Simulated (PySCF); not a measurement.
**C$_{4}$H$_{8}$F$_{2}$O$_{2}$Si: density, localisation and related maps**

Input

```
{"job": {"kind": "nmr", "xc": "PBE0", "basis": "pcSseg-1"}, "charge": 0, "multiplicity": 1}
F     -1.691542    -0.790591    -1.572474
C     -1.291869    -1.493723    -0.459417
C     -0.412582    -0.622333     0.405130
O     -1.161381     0.449612     0.945050
Si    -0.961494     1.820762    -0.001250
O      0.398668     1.282962    -0.822744
C      0.773198    -0.002353    -0.382039
C      2.008429     0.126039     0.489939
F      2.430005    -1.123815     0.869631
H     -2.188093    -1.796441     0.106162
H     -0.742798    -2.393772    -0.785163
H     -0.021368    -1.242888     1.229637
H     -2.084293     2.108060    -0.928501
H     -0.685535     2.996001     0.867103
H      1.020506    -0.630705    -1.254522
H      2.811591     0.631967    -0.069067
H      1.774908     0.715479     1.394070
```

Run with:

```sh
OMP_NUM_THREADS=1 python probes_run.py task.json out
```

Geometry: PBE0-D3(BJ)/def2-SVP.

Level of theory: PySCF 2.14.0, PBE0/pcSseg-1, SCF density, gas phase, non-relativistic.

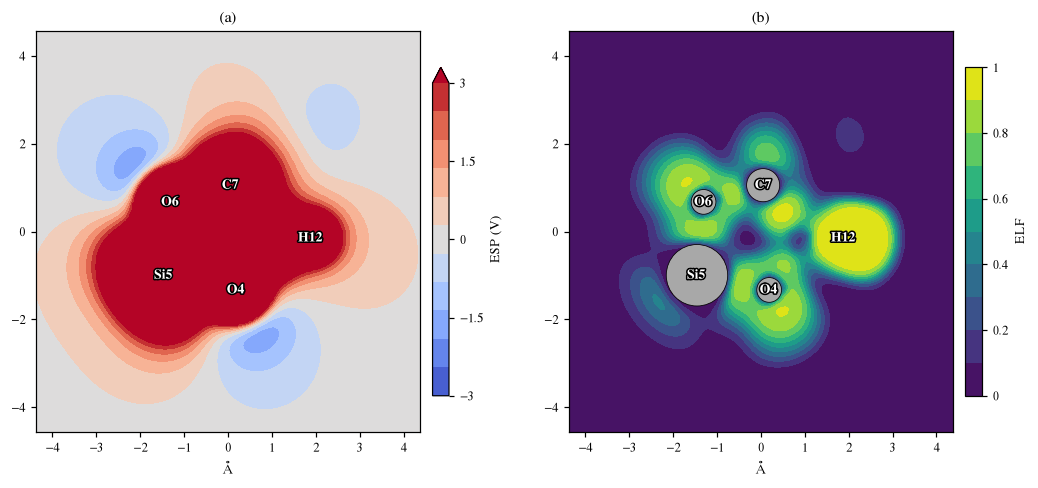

Figure 1. (a) molecular electrostatic potential; (b) ELF on the plane of atoms Si5, O6 and C7. Grey discs cover the atomic cores in the ELF map.

> What do the fields say about this system?

- The plane passes through O, Si, C and H nuclei.
- C–O (1.41 Å): the ELF peaks at about 0.90 between the atoms; a shared but strongly polarised pair.
- Si–O (1.68 Å): the ELF peaks at about 0.85 between the atoms; a shared but strongly polarised pair.
- The ELF also peaks beside O4 and O6, away from the bonds: lone-pair regions.
- Outside the dense part of the molecule the potential is most negative (−1.7 V) near O6.

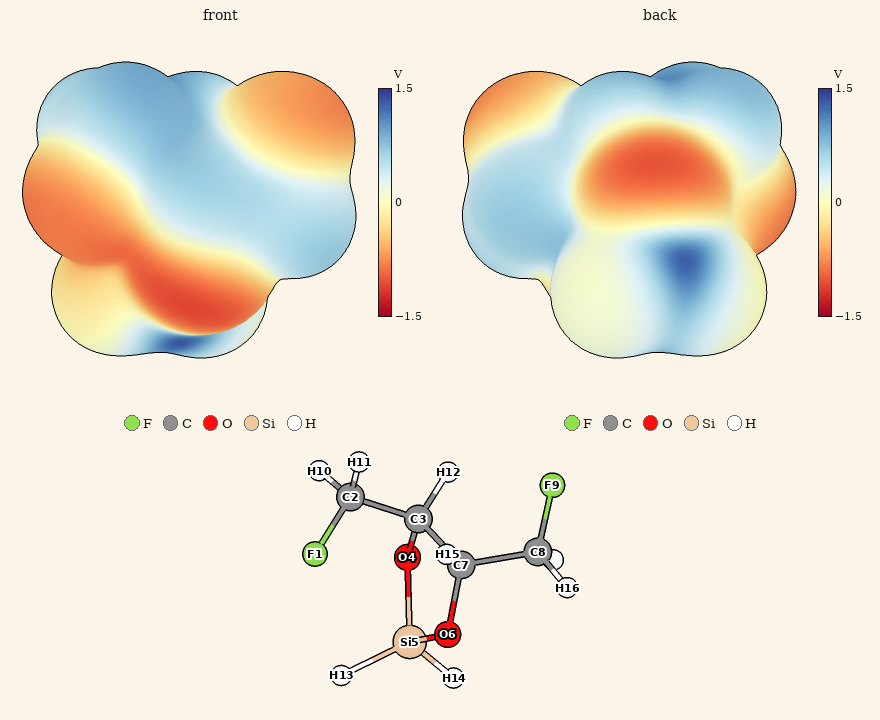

Figure 2. The molecular electrostatic potential painted on the density surface at 0.001 e/bohr³, seen from the front and from behind; the colour scale runs from red (negative) to blue (positive). The bare structure is drawn below in the same view.

> Where is the surface potential most negative and most positive?

The most negative region (about −1.1 V) lies over O4 and O6, the most positive (about +1.2 V) over Si5.

> What dipole moment does the calculation give?

Its dipole moment is 0.64 D.
